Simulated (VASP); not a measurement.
Band structure of HfSi (relaxed from the zinc blende structure, space group F-43m). All values below come from PBEsol GGA, VASP's PBE PAW potentials (set 64) (plane waves; VASP).

Unless said otherwise, spin-orbit coupling is left out, though it shifts the bands of the heavy elements here.

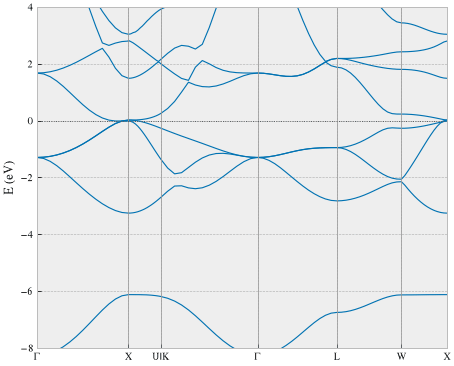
Fig. 1. Bands along high-symmetry lines, zero at the valence-band maximum or, without a gap, the Fermi level

Task: Read the plot: is there a gap, and where are the band edges?

Result: It has no gap at this level: it comes out as a metal or semimetal. (Edges off the drawn lines would not show.)

The structure was generated: HfSi was put into the zinc blende type (F-43m), which need not be its known phase. It was relaxed first, which changed the volume by -26 %.
